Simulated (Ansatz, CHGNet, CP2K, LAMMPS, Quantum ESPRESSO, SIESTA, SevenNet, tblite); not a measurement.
# Zn2+ BF4- in dimethoxyethane and tetrahydrofuran at 400 K (85 atoms) in tblite

Wanted: tblite inputs and outputs for Zn2+ BF4- in dimethoxyethane and tetrahydrofuran at 400 K (85 atoms), checked against a plane-wave reference.

Calculated with tblite 0.8.0; the method is named at each step.

### 1. The starting structure

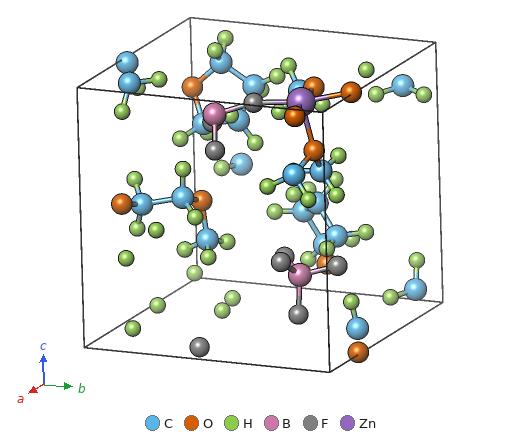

The starting structure, seen slightly off an axis (carbon blue, oxygen orange, hydrogen green, boron pink, fluorine grey, zinc purple). Bonds to atoms that aren't drawn are left out. Some periodic images of atoms are drawn too.

The cell holds 85 atoms: 20 C, 8 O, 46 H, 2 B, 8 F and 1 Zn. Its edges and angles: a = 9.806 Å, b = 9.806 Å, c = 9.806 Å, α = 90.0°, β = 90.0°, γ = 90.0°. 3 dimethoxyethane, 2 tetrahydrofuran, 1 Zn2+, 2 BF4- placed at random, at 1.15 g/cm³; overlaps pushed apart, then 10 ps at 550 K with stiff harmonic cages for PF6 and BF4 with UFF radii; divalent ions of Li, Roberts, Chakravorty and Merz (J. Chem. Theory Comput. 9, 2733 (2013)); MMFF94 bonds, angles, torsions, charges and radii (Halgren, J. Comput. Chem. 17, 490 (1996)) in harmonic and 12-6 forms; charges of ions scaled by 0.8. Snapshot after 30 ps at 400 K and fixed volume.

The yardstick, on the same geometry:

```
method                                           : Kohn-Sham DFT, PBE, SSSP efficiency 1.3.0 pseudopotentials, plane waves (Quantum ESPRESSO 7.5); sssp-pbe-1.3.0-efficiency, cutoffs 60/480 Ry, Γ point
r.m.s. force component                           : 1.053 eV/Å
longest force                                    : 4.129 eV/Å
pressure                                         : 5.656 GPa
gap (highest filled to lowest empty level) : 3.953 eV
time                                             : 92 s on 2 MPI ranks of Arm Neoverse V2, shared host
CPU time                                         : 3.1 min
```

### 2. GFN1-xTB

Method: GFN1-xTB tight binding, diagonalisation.

run.py reads:

```python
import numpy as np
from ase.io import read
from tblite.ase import TBLite

atoms = read("structure.xyz")
atoms.calc = TBLite(method="GFN1-xTB", electronic_temperature=580, accuracy=1.0, max_iterations=250, mixer_damping=0.4, verbosity=1)
energy = atoms.get_potential_energy()
forces = atoms.get_forces()
print(f"energy {energy:.6f} eV")
print("forces (eV/A)")
for i, (a, f) in enumerate(zip(atoms, forces)):
    print(f"{i:4d} {a.symbol:2s} {f[0]:10.5f} {f[1]:10.5f} {f[2]:10.5f}")
stress = -atoms.get_stress(voigt=False) * 160.21766
print("stress (GPa, compression positive)")
for row in stress:
    print(" ".join(f"{x:10.4f}" for x in row))
print("charges (e)")
print(np.array2string(atoms.get_charges(), precision=4, suppress_small=True, max_line_width=110, threshold=100000))
```

structure.xyz reads:

```xyz
85
Lattice="9.80591 0.00000 0.00000 0.00000 9.80591 0.00000 0.00000 0.00000 9.80591" Properties=species:S:1:pos:R:3 pbc="T T T"
C 4.84706 6.57271 8.97270
O 5.72391 7.56761 9.43887
C 4.91168 8.67205 0.23064
C 5.60457 0.05795 9.62185
O 7.03535 9.67216 9.80199
C 7.66793 1.09816 9.50448
H 5.31804 5.96494 8.25020
H 4.19585 7.15871 8.35464
H 4.25930 5.88443 9.69383
H 3.87716 8.81875 9.71677
H 5.00052 8.48809 1.24055
H 5.34569 0.32428 8.63489
H 5.42443 0.92656 0.50314
H 8.19421 1.02158 8.56487
H 6.90160 1.92921 9.51791
H 8.43181 1.32390 0.47853
C 0.55207 8.98427 0.55629
O 9.43338 8.51633 9.42995
C 0.12395 8.49613 8.08223
C 8.88229 8.15283 7.04633
O 7.55516 8.36934 7.62272
C 6.59624 8.17077 6.57653
H 0.13934 8.87562 1.53247
H 0.73103 0.23779 0.39204
H 1.50462 8.42347 0.46372
H 0.48265 9.49879 7.92935
H 0.98706 7.82286 7.92376
H 9.06311 8.79423 6.21803
H 8.97172 7.12782 6.53162
H 6.78569 8.85346 5.78372
H 6.64076 7.08261 6.48455
H 5.59359 8.41347 6.90562
C 0.04462 1.90735 4.46904
O 8.90926 1.24260 5.29450
C 7.61449 1.44029 4.95610
C 7.16704 2.87137 5.22282
O 5.82236 2.99571 4.75655
C 5.86952 3.19996 3.31793
H 1.09973 1.61180 4.58338
H 9.73178 2.97962 4.69605
H 9.49830 1.63161 3.44276
H 7.27236 1.06325 3.91560
H 6.99465 0.88332 5.68184
H 7.20558 2.92971 6.31510
H 7.83482 3.66182 4.73625
H 4.90609 3.54307 3.01002
H 6.79677 3.65300 2.94903
H 5.78941 2.25055 2.83528
C 2.52659 6.07162 4.06828
C 1.56238 5.06328 3.41971
C 1.28810 5.72802 2.13602
O 2.52434 6.40208 1.80605
C 2.94834 6.99985 3.02238
H 2.11239 6.62291 4.90384
H 3.26811 5.48749 4.54033
H 0.62915 4.83147 3.94982
[... 25 atom lines left out ...]
F 8.05624 6.23254 9.35876
F 7.52653 4.30950 8.29972
F 9.37141 5.25126 7.81590
Zn 7.66204 7.95455 9.44956
```

The run is started by

```console
OMP_NUM_THREADS=1 python run.py > output.txt
```

What it wrote:

```text
------------------------------------------------------------
  cycle        total energy    energy error   density error
------------------------------------------------------------
      1     -148.3524242194  -1.4937570E+02   5.8131135E-01
      2     -149.6642615976  -1.3118374E+00   3.2638953E-01
      3     -149.6814124466  -1.7150849E-02   1.0921355E-01
      4     -149.7031711753  -2.1758729E-02   2.2861500E-02
      5     -149.7148601195  -1.1688944E-02   2.1836154E-03
      6     -149.7149616774  -1.0155785E-04   5.8624546E-04
      7     -149.7149653255  -3.6481466E-06   1.7738700E-04
      8     -149.7149655470  -2.2149209E-07   6.2494130E-05
      9     -149.7149656136  -6.6605679E-08   1.3139444E-05
------------------------------------------------------------
 total:                                   1.646 sec
energy -4073.951723 eV
forces (eV/A)
   0 C    -1.24349   -0.43201    0.12275
   1 O    -2.28234    0.33069    1.08967
   2 C     0.74661   -1.90159   -1.40183
   3 C     2.19942    2.34735    1.95851
   4 O    -1.43032    1.57511   -0.14846
   5 C     0.29659    1.04205    0.90730
   6 H     1.20980   -1.10135   -0.48457
   7 H    -1.59723   -0.14926   -0.40864
   8 H     1.12417    1.47328   -0.44942
   9 H    -0.08128   -0.92976   -0.21503
  10 H    -0.20429   -0.16265    2.64464
  11 H    -0.00324    0.39102   -1.45738
  12 H    -0.72550   -0.46926   -0.46127
  13 H    -0.02002    0.24606   -0.59879
  14 H     1.00881   -0.63467   -0.23907
  15 H    -0.48718   -0.12186   -0.26810
  16 C     1.07957    0.02087   -0.34713
  17 O     0.34122   -0.90591   -1.22038
  18 C     0.54410   -0.21520    0.43209
  19 C    -0.92782   -1.32230    0.10161
  20 O     1.41182    0.48202   -1.74371
  21 C    -0.19645   -1.06992    1.49387
  22 H    -0.35285   -0.30094    0.82217
  23 H     0.32597    0.41785   -0.08346
[...]
77 F    -0.59519    0.07929   -0.94169
  78 F    -0.12870    0.31515   -0.52110
  79 B    -1.94441    0.80118   -1.80224
  80 F     0.43454   -0.20963   -0.19398
  81 F     0.47472   -0.94819   -0.06661
  82 F    -0.37544   -0.74137    0.93030
  83 F     1.54907    0.02478    0.62303
  84 Zn   -0.34930   -0.72056    0.53943
stress (GPa, compression positive)
    0.4787     0.1107     0.3085
    0.1107     3.1380    -0.8204
    0.3085    -0.8204     3.2858
charges (e)
[ 0.1602 -0.3974  0.1635  0.1807 -0.3994  0.1638  0.0544  0.0145  0.0361  0.0373  0.0733  0.0469  0.0347
  0.0465  0.0387  0.0385  0.166  -0.392   0.1791  0.1696 -0.4114  0.149   0.0704  0.0157  0.0277  0.0361
  0.0352  0.0506  0.0634  0.0585  0.0636  0.0284  0.1616 -0.457   0.1841  0.1645 -0.4738  0.1492  0.0208
  0.0246  0.0213  0.0236  0.0215  0.0426  0.0251  0.0375  0.0418  0.0101 -0.063  -0.0633  0.1816 -0.4924
  0.1845  0.0206  0.0333  0.0348  0.0255  0.0431  0.0358  0.0431  0.0115 -0.064  -0.0617  0.1966 -0.4943
  0.1885  0.0401  0.0418  0.0456  0.0404  0.0117  0.0053  0.0228  0.0258  0.7439 -0.3067 -0.3972 -0.4132
 -0.3669  0.7499 -0.347  -0.3294 -0.403  -0.3833  0.8592]
```

Elapsed: 2.1 s, on 1 thread of Arm Neoverse V2, shared host; peak memory 0.16 GiB.

Banners, paths, timers and routine set-up lines are dropped from the logs unmarked, and long logs keep their key lines alone; longer cuts are marked.

Against the reference:

```
r.m.s. force component                  : 0.9459 eV/Å
r.m.s. difference of force components   : 390.9 meV/Å
longest difference of force vectors     : 2884 meV/Å
force difference over r.m.s. force      : 37.13 %
slope of forces against the reference's : 0.8346
correlation of force components         : 0.929
pressure                                : 2.301 GPa
pressure difference                     : -3.355 GPa
```

Length of the force difference by element (eV/Å):

```csv
element,atoms,mean,most
B,2,0.68,0.71
C,20,0.55,1.00
F,8,1.1,2.9
H,46,0.13,0.30
O,8,0.94,1.6
Zn,1,2.1,2.1
```

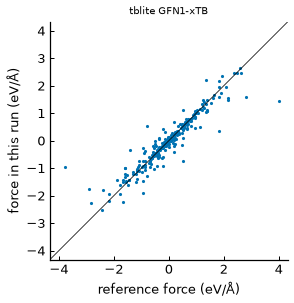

Force components against those of the reference; the line marks equality.

The surroundings of Zn85, the only Zn atom, nearest first, numbered as they follow in the input and with coordinates relative to it.

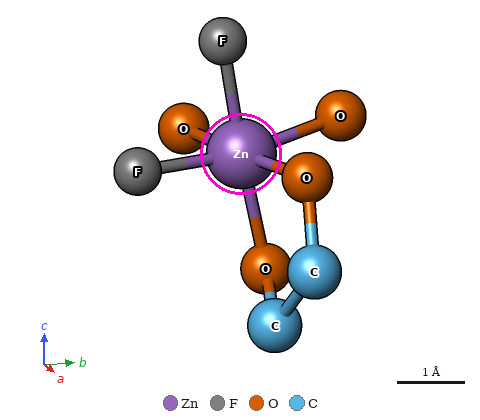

The atoms of the table, within 2.7 Å (arrows a, b, c point along x, y, z); some may hide others; the central atom is ringed.

```csv
atom,x,y,z,distance (Å),bonds,Mulliken charge (e),Fx,Fy,Fz (eV/Å)
Zn85,0.00,0.00,0.00,0.00,6,0.86,-0.35,-0.72,0.54
F82,0.39,-1.72,-0.09,1.77,2,-0.33,0.47,-0.95,-0.07
F76,0.08,-0.31,1.77,1.80,2,-0.31,-0.12,-0.28,1.44
O18,1.77,0.56,-0.02,1.86,3,-0.39,0.34,-0.91,-1.22
O5,-0.63,1.72,0.35,1.86,3,-0.40,-1.43,1.58,-0.15
O21,-0.11,0.41,-1.83,1.88,3,-0.41,1.41,0.48,-1.74
O2,-1.94,-0.39,-0.01,1.98,3,-0.40,-2.28,0.33,1.09
C20,1.22,0.20,-2.40,2.70,4,0.17,-0.93,-1.32,0.10
C19,2.27,0.54,-1.37,2.70,4,0.18,0.54,-0.22,0.43
```

Atoms are counted from 1 here, from 0 in the log.

Forces lie 37 % from the reference's, at 0.011 times its CPU time (on 1 against 2 cores).

### 3. What came out

```
force difference from the reference : tblite GFN1-xTB, 37 %
its CPU time                        : 2.1 s
```

In words: Tight binding differs by 37 % (tblite GFN1-xTB); it is another model, with fitted parameters of its own, and the xTB methods hold dispersion. One electronic-structure run takes under half the reference's CPU time: tblite GFN1-xTB, at 37 % in 2.1 s against 3.1 min; its pressure misses by -3.4 GPa. Periodic xTB results under one method name differ between programs and library versions. The reference's pressure holds the uncorrected Pulay stress of its 60 Ry basis, so small pressure differences, and their order, may be the reference's own error. The network of contacts between molecules at the start is that of the classical potential that made the cell, and needn't be the one that DFT or experiment would give. The reference's PBE has no dispersion term, which matters for the binding between molecules or layers. The density was typed from a rule of thumb and may lie off the real one at this temperature. The electronic-structure runs sample only Γ, in a cell whose shortest periodic width is 10 Å.

[Also dropped from logs without a mark: logging warnings of Python, and SIESTA's first energy breakdown and zero terms.]

[Logs are printed without paths, hosts, clocks, repeated set-up lines and the standing remarks that a program may print on its own settings, such as how far it seeks lower states.]

[Hosts, paths, dates, database ids (printed as entryN), source tags and the programs' standing remarks are cut or masked in the printed files.]

[The MMFF94 radii named for the starting cell were scaled by 0.96; in molecules described by MMFF94, hydrogen bound to N, O or S took a small fixed 12-6 site in their place.]
